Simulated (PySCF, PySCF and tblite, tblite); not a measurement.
# C₅H₅N₃O: a path driven as rotation about a bond, and NMR exchange

Aim: the barrier and rate of rotation about a bond in C₅H₅N₃O (`CNc1cnc(C#N)o1`), and what it does to NMR lines.

Computed with tblite 0.8.0 (tight binding) and PySCF 2.14.0 (DFT, with response routines of our own); each step states its level. Atoms count from 0 throughout.

### Step 1. The molecule as given

14 atoms, charge 0, multiplicity 1; geometry from: force field or distance geometry start.

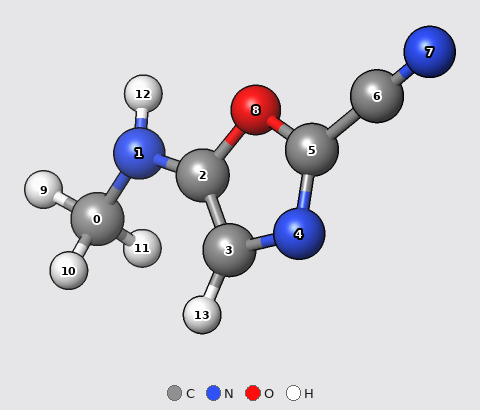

The starting geometry (carbon grey, nitrogen blue, oxygen red, hydrogen white), atoms numbered.

### Step 2. GFN2-xTB relaxation, start minimum

Job settings and geometry (Å):

```
{"job": {"xc": "GFN2-xTB", "basis": "xTB", "kind": "relax"}, "charge": 0, "multiplicity": 1}
C     -2.368200     0.386700    -0.406400
N     -1.103700     0.903000     0.030500
C     -0.010900     0.093200     0.082400
C      0.206500    -1.254600     0.087800
N      1.555500    -1.519500     0.147600
C      2.084900    -0.311500     0.154200
C      3.471500     0.039600     0.200100
N      4.601700     0.334700     0.243600
O      1.196700     0.715800     0.119400
H     -3.146300     1.160700    -0.275600
H     -2.689100    -0.484900     0.177600
H     -2.343900     0.113800    -1.463600
H     -0.938400     1.883200    -0.151000
H     -0.517100    -2.060800     0.079000
```

Run with:

```
$ OMP_NUM_THREADS=1 python ens_run.py task.json out
```

This one command runs the whole study; its stages follow in the order run.

Standard output:

```text
step      E/eV     max force
  0    -708.57023    2.688
  1    -708.55553    6.596
  2    -708.66342    1.586
  3    -708.68806    0.608
  4    -708.69566    0.258
  5    -708.70034    0.268
  6    -708.70480    0.156
  7    -708.70562    0.078
  8    -708.70605    0.073
  9    -708.70660    0.100
 10    -708.70721    0.101
 11    -708.70775    0.070
 12    -708.70831    0.066
 13    -708.70897    0.102
 14    -708.70968    0.113
 15    -708.71026    0.084
 16    -708.71073    0.068
 17    -708.71125    0.086
 18    -708.71186    0.088
 19    -708.71247    0.076
 20    -708.71298    0.054
 21    -708.71342    0.063
 22    -708.71382    0.071
 23    -708.71413    0.056
 24    -708.71431    0.041
 25    -708.71441    0.025
 26    -708.71450    0.035
 27    -708.71460    0.048
 28    -708.71470    0.033
 29    -708.71478    0.024
 30    -708.71484    0.025
 31    -708.71491    0.039
 32    -708.71501    0.047
 33    -708.71512    0.034
 34    -708.71522    0.029
 35    -708.71531    0.029
 36    -708.71539    0.040
 37    -708.71547    0.030
 38    -708.71551    0.016
 39    -708.71553    0.010
 40    -708.71554    0.017
 41    -708.71556    0.017
 42    -708.71558    0.021
 43    -708.71562    0.026
 44    -708.71568    0.029
 45    -708.71576    0.047
 46    -708.71587    0.050
 47    -708.71597    0.034
 48    -708.71605    0.020
 49    -708.71611    0.018
 50    -708.71614    0.022
 51    -708.71617    0.018
 52    -708.71620    0.013
 53    -708.71622    0.013
 54    -708.71623    0.011
 55    -708.71624    0.008
 56    -708.71624    0.007
 57    -708.71625    0.008
 58    -708.71625    0.009
 59    -708.71626    0.007
 60    -708.71627    0.009
 61    -708.71627    0.007
 62    -708.71628    0.006
 63    -708.71628    0.004
 64    -708.71628    0.003
```

It took 0.38 s on 1 thread of Arm Neoverse V1, shared host.

Gain 0.146 eV; displacement 0.09 Å root mean square.

### Step 3. Relaxed scan, rotation

Job settings and geometry (Å):

```
{"job": {"xc": "GFN2-xTB", "basis": "xTB", "coordinate": [["t", [3, 2, 1, 0], 0.25], ["t", [3, 2, 1, 12], 0.25], ["t", [8, 2, 1, 0], 0.25], ["t", [8, 2, 1, 12], 0.25]], "kind": "drive"}, "charge": 0, "multiplicity": 1}
C     -2.383319     0.362110    -0.387954
N     -1.115228     0.927917     0.006216
C      0.000724     0.156714     0.022440
C      0.202455    -1.210147     0.061760
N      1.528001    -1.445003     0.151689
C      2.102174    -0.276831     0.166328
C      3.474874    -0.012564     0.247410
N      4.599610     0.205757     0.309857
O      1.201634     0.757644     0.084227
H     -3.167020     1.084415    -0.171873
H     -2.565562    -0.538463     0.195873
H     -2.417931     0.104102    -1.452082
H     -0.956680     1.894603    -0.238359
H     -0.504411    -2.010727     0.030277
```

Standard output:

```text
point  coordinate     E/eV
  0     13.700     -708.69331
  1     28.300     -708.62804
  2     43.100     -708.53122
  3     58.200     -708.42435
  4     73.500     -708.33747
  5     89.000     -708.30265
  6    104.500     -708.32751
  7    119.900     -708.40197
  8    135.000     -708.49986
  9    149.800     -708.59266
 10    164.500     -708.65970
 11    179.100     -708.68574
```

Run time: 3.3 s. Hardware: 1 thread of Arm Neoverse V1, shared host.

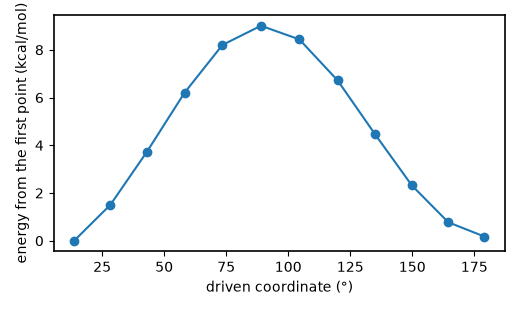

Energy along the scan.

### Step 4. Nudged elastic band, leg 1

The job, as its differences from that of step 3:

```diff
@@ -1,2 +1,2 @@
-{"job": {"xc": "GFN2-xTB", "basis": "xTB", "coordinate": [["t", [3, 2, 1, 0], 0.25], ["t", [3, 2, 1, 12], 0.25], ["t", [8, 2, 1, 0], 0.25], ["t", [8, 2, 1, 12], 0.25]], "kind": "drive"}, "charge": 0, "multiplicity": 1}
+{"job": {"xc": "GFN2-xTB", "basis": "xTB", "kind": "neb"}, "charge": 0, "multiplicity": 1}
 C     -2.383319     0.362110    -0.387954
```

Standard output:

```text
image   E - E0 / eV
  0       0.0000
  1       0.0797
  2       0.2924
  3       0.4135
  4       0.2943
  5       0.0967
  6       0.0232
```

Wall time 2.5 s (1 thread of Arm Neoverse V1, shared host); peak memory 0.19 GiB.

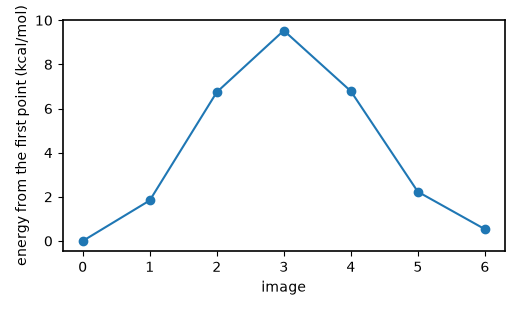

Energy along the band.

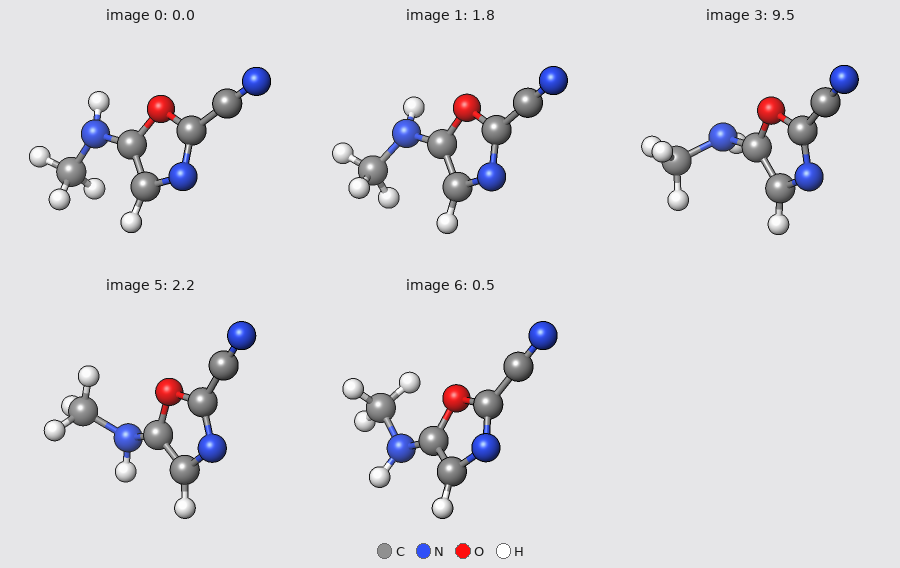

Images along the band, with energies in kcal/mol.

### Step 5. Saddle search, leg 1

Job settings and geometry (Å):

```
{"job": {"xc": "GFN2-xTB", "basis": "xTB", "kind": "saddle"}, "charge": 0, "multiplicity": 1}
C     -2.284471     0.481844     0.245567
N     -1.107768     0.975264    -0.457065
C      0.025669     0.173104    -0.332647
C      0.358300    -1.104560    -0.711056
N      1.617779    -1.372170    -0.297525
C      2.016016    -0.285887     0.308022
C      3.277982    -0.088422     0.902331
N      4.305736     0.069549     1.381800
O      1.089313     0.691460     0.321826
H     -3.058245     1.243755     0.182605
H     -2.027244     0.331733     1.292847
H     -2.674890    -0.459868    -0.159724
H     -1.321461     1.174384    -1.428812
H     -0.216718    -1.830185    -1.248169
```

Standard output:

```text
step      E/eV     max force
  0    -708.30281   0.0276
  1    -708.30331   0.0408
  2    -708.30337   0.0051
  3    -708.30337   0.0000
lowest wavenumbers (cm-1): -133.4 106.3 127.5 179.6 184.9 332.6
```

Wall time 2.2 s (1 thread of Arm Neoverse V1, shared host); peak memory 0.19 GiB.

Point group C1; 1 imaginary mode, 133i cm⁻¹, carried by C0, N1, H12, H10. Steps downhill from it reached both ends.

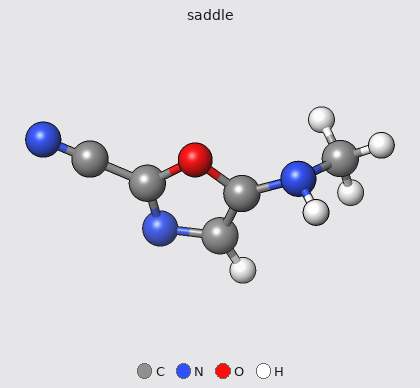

The saddle point.

### Step 6. Saddle search, other pyramid

Job settings and geometry (Å):

```
{"job": {"xc": "GFN2-xTB", "basis": "xTB", "kind": "saddle"}, "charge": 0, "multiplicity": 1}
C     -0.918906     2.185292    -1.247935
N     -1.107464     0.981850    -0.448964
C      0.026342     0.178815    -0.329970
C      0.355349    -1.098718    -0.712444
N      1.615679    -1.369473    -0.303953
C      2.017537    -0.285627     0.303485
C      3.279843    -0.095504     0.898814
N      4.307350     0.053366     1.382090
O      1.092755     0.693541     0.322420
H     -1.879435     2.688777    -1.331084
H     -0.590698     1.892949    -2.244279
H     -0.183965     2.881274    -0.824720
H     -1.502977     1.206354     0.458079
H     -0.222442    -1.822858    -1.248581
```

Standard output:

```text
step      E/eV     max force
  0    -708.36796   0.6032
  1    -708.39480   0.1078
  2    -708.39519   0.0366
  3    -708.39534   0.0024
lowest wavenumbers (cm-1): -113.5 106.0 129.4 183.6 189.2 327.8
```

Run time: 2.1 s. Hardware: 1 thread of Arm Neoverse V1, shared host; peak memory 0.19 GiB.

Point group C1; 1 imaginary mode, 114i cm⁻¹, carried by C0, N1, H12, H10. Steps downhill from it reached both ends.

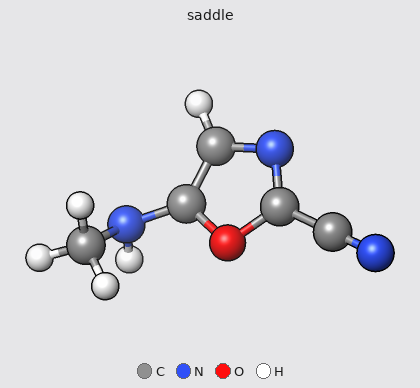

The saddle point.

### Step 7. Shieldings, start: PBE0/pcSseg-1

Job settings and geometry (Å):

```
{"job": {"kind": "nmr", "xc": "PBE0", "basis": "pcSseg-1", "pop": false}, "charge": 0, "multiplicity": 1}
C     -2.383319     0.362110    -0.387954
N     -1.115228     0.927917     0.006216
C      0.000724     0.156714     0.022440
C      0.202455    -1.210147     0.061760
N      1.528001    -1.445003     0.151689
C      2.102174    -0.276831     0.166328
C      3.474874    -0.012564     0.247410
N      4.599610     0.205757     0.309857
O      1.201634     0.757644     0.084227
H     -3.167020     1.084415    -0.171873
H     -2.565562    -0.538463     0.195873
H     -2.417931     0.104102    -1.452082
H     -0.956680     1.894603    -0.238359
H     -0.504411    -2.010727     0.030277
```

Standard output:

```text
coarse grid: 12808 points
cycle   1  E = -432.2862183103  dE =  1.890e+00  |g| = 6.355e-01  |ddm| = 3.731e+00
cycle   2  E = -432.0860506971  dE =  2.002e-01  |g| = 1.168e+00  |ddm| = 1.513e+00
cycle   3  E = -432.3664162114  dE = -2.804e-01  |g| = 2.171e-01  |ddm| = 1.070e+00
cycle   4  E = -432.3749662128  dE = -8.550e-03  |g| = 7.745e-02  |ddm| = 1.961e-01
cycle   5  E = -432.3761302160  dE = -1.164e-03  |g| = 1.842e-02  |ddm| = 7.022e-02
cycle   6  E = -432.3761925913  dE = -6.238e-05  |g| = 7.751e-03  |ddm| = 1.915e-02
cycle   7  E = -432.3762052158  dE = -1.262e-05  |g| = 2.202e-03  |ddm| = 7.337e-03
cycle   8  E = -432.3762060977  dE = -8.819e-07  |g| = 7.725e-04  |ddm| = 1.892e-03
final grid: 127088 points
cycle   9  E = -432.4353546281  dE = -2.554e-05  |g| = 1.287e-02  |ddm| = 3.144e-02
cycle  10  E = -432.4352898522  dE =  6.478e-05  |g| = 2.259e-02  |ddm| = 2.127e-02
cycle  11  E = -432.4353848306  dE = -9.498e-05  |g| = 2.511e-03  |ddm| = 1.464e-02
cycle  12  E = -432.4353862572  dE = -1.427e-06  |g| = 6.045e-04  |ddm| = 2.251e-03
cycle  13  E = -432.4353863259  dE = -6.871e-08  |g| = 1.863e-04  |ddm| = 5.175e-04
cycle  14  E = -432.4353863300  dE = -4.127e-09  |g| = 1.187e-04  |ddm| = 2.044e-04
cycle  15  E = -432.4353863330  dE = -2.943e-09  |g| = 2.948e-05  |ddm| = 1.059e-04
cycle  16  E = -432.4353863332  dE = -1.949e-10  |g| = 5.905e-06  |ddm| = 2.779e-05
converged SCF energy = -432.4353863332

GIAO shielding tensors (ppm)
atom      isotropic    diamagn.    paramagn.     s11        s22        s33       span
  0 C      155.289     244.473     -89.184    132.036    147.495    186.337     54.301
  1 N      194.237     327.386    -133.149    141.337    192.156    249.218    107.881
  2 C       23.159     252.178    -229.019    -42.342     22.565     89.254    131.596
  3 C       79.871     253.442    -173.571     33.057     71.159    135.398    102.341
  4 N      -71.658     328.622    -400.280   -314.972   -134.763    234.762    549.734
  5 C       54.390     254.260    -199.870    -15.902     86.764     92.308    108.210
  6 C       71.244     255.902    -184.658    -40.145    -32.043    285.919    326.065
  7 N      -55.216     339.299    -394.514   -240.442   -158.280    233.075    473.517
  8 O       23.885     400.893    -377.008    -81.298    -24.900    177.855    259.153
  9 H       28.623      27.294       1.330     23.898     26.755     35.217     11.320
 10 H       28.698      29.321      -0.622     24.606     27.078     34.410      9.804
 11 H       28.759      28.578       0.182     24.148     26.594     35.536     11.389
 12 H       28.015      34.043      -6.028     18.833     28.595     36.618     17.785
 13 H       25.371      32.157      -6.785     21.608     26.327     28.179      6.570
```

Wall time 21 s (1 thread of Arm Neoverse V1, shared host); peak memory 0.8 GiB.

In short: HOMO -6.45 eV, LUMO -1.32 eV; dipole 7.65 D.

### Step 8. Shieldings: PBE0/pcSseg-1

Job settings and geometry (Å):

```
{"job": {"kind": "nmr", "xc": "PBE0", "basis": "pcSseg-1", "pop": false}, "charge": 0, "multiplicity": 1}
C     -0.914700     2.184510    -1.246519
N     -1.117413     0.952240    -0.488355
C      0.031842     0.200371    -0.305332
C      0.339591    -1.078746    -0.684542
N      1.601816    -1.367445    -0.290703
C      2.033071    -0.288837     0.302006
C      3.306389    -0.109646     0.876396
N      4.338927     0.044647     1.347562
O      1.127471     0.708792     0.332295
H     -1.882184     2.664227    -1.374961
H     -0.519527     1.922484    -2.227190
H     -0.226392     2.887069    -0.762483
H     -1.565714     1.161269     0.399854
H     -0.264211    -1.790898    -1.205070
```

Standard output:

```text
coarse grid: 12808 points
cycle   1  E = -432.2766040877  dE =  1.849e+00  |g| = 6.524e-01  |ddm| = 3.716e+00
cycle   2  E = -432.0642478502  dE =  2.124e-01  |g| = 1.204e+00  |ddm| = 1.479e+00
cycle   3  E = -432.3590801207  dE = -2.948e-01  |g| = 2.260e-01  |ddm| = 1.052e+00
cycle   4  E = -432.3683147870  dE = -9.235e-03  |g| = 7.763e-02  |ddm| = 1.968e-01
cycle   5  E = -432.3694907144  dE = -1.176e-03  |g| = 1.682e-02  |ddm| = 6.912e-02
cycle   6  E = -432.3695397588  dE = -4.904e-05  |g| = 7.788e-03  |ddm| = 1.820e-02
cycle   7  E = -432.3695519369  dE = -1.218e-05  |g| = 2.464e-03  |ddm| = 7.092e-03
cycle   8  E = -432.3695531031  dE = -1.166e-06  |g| = 6.612e-04  |ddm| = 2.052e-03
final grid: 127088 points
cycle   9  E = -432.4287340766  dE = -2.264e-05  |g| = 1.257e-02  |ddm| = 2.871e-02
cycle  10  E = -432.4286729914  dE =  6.109e-05  |g| = 2.206e-02  |ddm| = 2.103e-02
cycle  11  E = -432.4287625584  dE = -8.957e-05  |g| = 2.661e-03  |ddm| = 1.440e-02
cycle  12  E = -432.4287641623  dE = -1.604e-06  |g| = 5.528e-04  |ddm| = 2.290e-03
cycle  13  E = -432.4287642189  dE = -5.663e-08  |g| = 1.852e-04  |ddm| = 5.101e-04
cycle  14  E = -432.4287642234  dE = -4.469e-09  |g| = 1.116e-04  |ddm| = 1.983e-04
cycle  15  E = -432.4287642260  dE = -2.610e-09  |g| = 2.924e-05  |ddm| = 9.774e-05
cycle  16  E = -432.4287642262  dE = -1.893e-10  |g| = 5.877e-06  |ddm| = 2.639e-05
converged SCF energy = -432.4287642262

GIAO shielding tensors (ppm)
atom      isotropic    diamagn.    paramagn.     s11        s22        s33       span
  0 C      148.154     244.197     -96.043    124.603    134.795    185.064     60.461
  1 N      223.787     321.502     -97.716    176.769    228.159    266.432     89.663
  2 C       22.063     254.624    -232.561    -46.317     37.005     75.502    121.819
  3 C       55.097     252.233    -197.136    -16.482     51.713    130.058    146.540
  4 N      -69.736     329.381    -399.117   -312.832   -129.131    232.754    545.586
  5 C       47.151     253.848    -206.697    -30.370     79.631     92.191    122.561
  6 C       71.810     256.574    -184.764    -40.362    -32.108    287.901    328.263
  7 N      -53.813     338.901    -392.714   -232.973   -180.304    251.838    484.811
  8 O      -17.563     402.709    -420.272   -155.460   -106.535    209.306    364.765
  9 H       28.735      27.325       1.410     24.442     26.387     35.377     10.935
 10 H       29.133      28.371       0.763     25.418     27.212     34.769      9.351
 11 H       28.508      28.523      -0.015     23.255     27.785     34.485     11.230
 12 H       29.707      33.800      -4.093     21.842     27.623     39.655     17.813
 13 H       24.447      31.499      -7.052     21.745     24.225     27.370      5.625
```

Run time: 28 s. Hardware: 1 thread of Arm Neoverse V1, shared host; peak memory 0.82 GiB.

In short: HOMO -7.66 eV, LUMO -1.81 eV; dipole 5.39 D.

Orbitals, density, ELF and potential are computed afterwards from the orbital file.

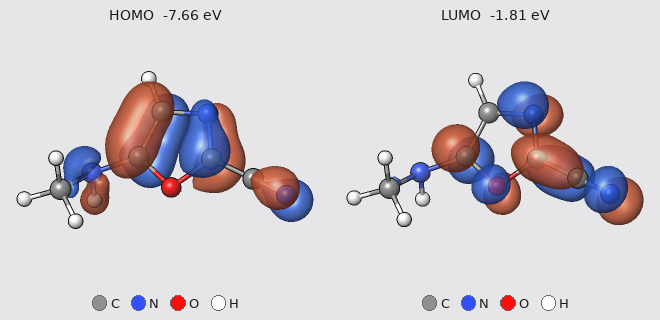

Frontier orbitals at PBE0/pcSseg-1; each surface holds 70 % of the orbital's density, blue and red mark the sign.

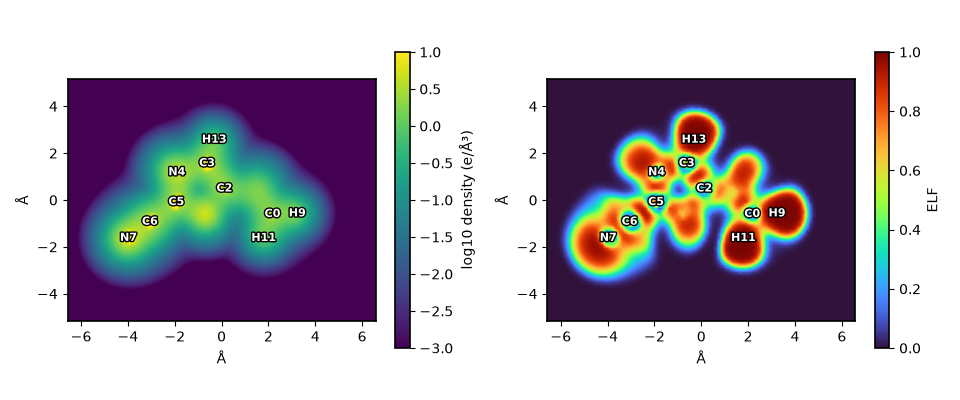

Density (left) and ELF (right) in a plane through or near 10 of the atoms.

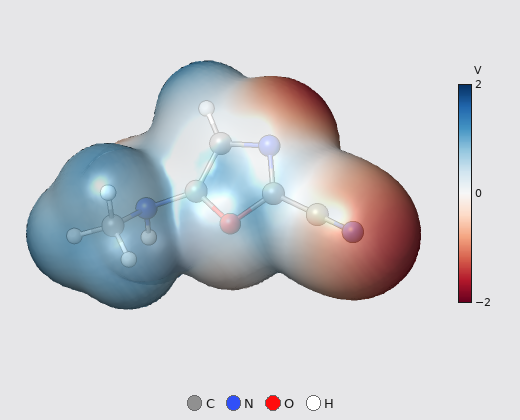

Electrostatic potential on the surface of density 0.002 e/bohr³; red is low, blue high. It runs, from the 1st to the 99th percentile, from -1.59 V near N7 to 2.00 V near H12.

### Step 9. Shieldings, end: PBE0/pcSseg-1

Job settings and geometry (Å):

```
{"job": {"kind": "nmr", "xc": "PBE0", "basis": "pcSseg-1", "pop": false}, "charge": 0, "multiplicity": 1}
C     -2.088615     0.806240     0.422536
N     -1.366453     0.295779    -0.721284
C     -0.091932    -0.151229    -0.591118
C      0.719326    -0.875449    -1.446288
N      1.941000    -0.984429    -0.888322
C      1.874456    -0.355993     0.250671
C      2.900311    -0.199375     1.190121
N      3.738032    -0.071534     1.963985
O      0.632027     0.180085     0.489448
H     -2.944864     1.376420     0.068255
H     -1.430199     1.464654     0.986391
H     -2.438620     0.008086     1.086204
H     -1.913089    -0.184973    -1.419092
H      0.492326    -1.304827    -2.398411
```

Standard output:

```text
coarse grid: 12808 points
cycle   1  E = -432.2856923410  dE =  1.893e+00  |g| = 6.339e-01  |ddm| = 3.738e+00
cycle   2  E = -432.0875307830  dE =  1.982e-01  |g| = 1.163e+00  |ddm| = 1.525e+00
cycle   3  E = -432.3661388118  dE = -2.786e-01  |g| = 2.154e-01  |ddm| = 1.074e+00
cycle   4  E = -432.3745301289  dE = -8.391e-03  |g| = 7.942e-02  |ddm| = 1.958e-01
cycle   5  E = -432.3757604185  dE = -1.230e-03  |g| = 1.808e-02  |ddm| = 7.044e-02
cycle   6  E = -432.3758195578  dE = -5.914e-05  |g| = 7.637e-03  |ddm| = 1.877e-02
cycle   7  E = -432.3758320685  dE = -1.251e-05  |g| = 2.043e-03  |ddm| = 7.364e-03
cycle   8  E = -432.3758328386  dE = -7.701e-07  |g| = 7.290e-04  |ddm| = 1.787e-03
final grid: 127088 points
cycle   9  E = -432.4342333755  dE = -2.155e-05  |g| = 1.260e-02  |ddm| = 3.065e-02
cycle  10  E = -432.4341740817  dE =  5.929e-05  |g| = 2.184e-02  |ddm| = 2.027e-02
cycle  11  E = -432.4342619378  dE = -8.786e-05  |g| = 2.544e-03  |ddm| = 1.389e-02
cycle  12  E = -432.4342634090  dE = -1.471e-06  |g| = 5.881e-04  |ddm| = 2.227e-03
cycle  13  E = -432.4342634732  dE = -6.418e-08  |g| = 1.937e-04  |ddm| = 5.154e-04
cycle  14  E = -432.4342634781  dE = -4.883e-09  |g| = 1.155e-04  |ddm| = 2.112e-04
cycle  15  E = -432.4342634810  dE = -2.852e-09  |g| = 2.612e-05  |ddm| = 1.019e-04
cycle  16  E = -432.4342634811  dE = -1.572e-10  |g| = 5.483e-06  |ddm| = 2.488e-05
converged SCF energy = -432.4342634811

GIAO shielding tensors (ppm)
atom      isotropic    diamagn.    paramagn.     s11        s22        s33       span
  0 C      155.597     245.374     -89.776    133.380    147.846    185.566     52.186
  1 N      191.799     325.658    -133.860    139.910    192.078    243.408    103.499
  2 C       23.604     252.246    -228.642    -42.896     22.080     91.628    134.525
  3 C       77.420     252.928    -175.509     31.149     73.471    127.639     96.489
  4 N      -72.174     329.733    -401.907   -312.631   -136.580    232.690    545.321
  5 C       54.957     252.438    -197.480    -13.862     86.262     92.472    106.334
  6 C       71.089     256.410    -185.321    -40.194    -31.871    285.331    325.525
  7 N      -55.170     339.448    -394.618   -241.072   -154.213    229.776    470.848
  8 O       28.085     401.769    -373.683    -94.946    -24.050    203.253    298.198
  9 H       28.710      27.656       1.055     23.980     26.776     35.376     11.395
 10 H       28.113      30.020      -1.907     23.418     27.709     33.211      9.793
 11 H       28.662      29.134      -0.472     24.150     26.260     35.576     11.426
 12 H       28.281      33.279      -4.998     19.397     29.128     36.318     16.921
 13 H       25.323      31.295      -5.973     21.960     26.290     27.718      5.757
```

Run time: 20 s. Hardware: 1 thread of Arm Neoverse V1, shared host; peak memory 0.82 GiB.

In short: HOMO -6.37 eV, LUMO -1.27 eV; dipole 7.62 D.

(Part 1 of 2 ends here.)
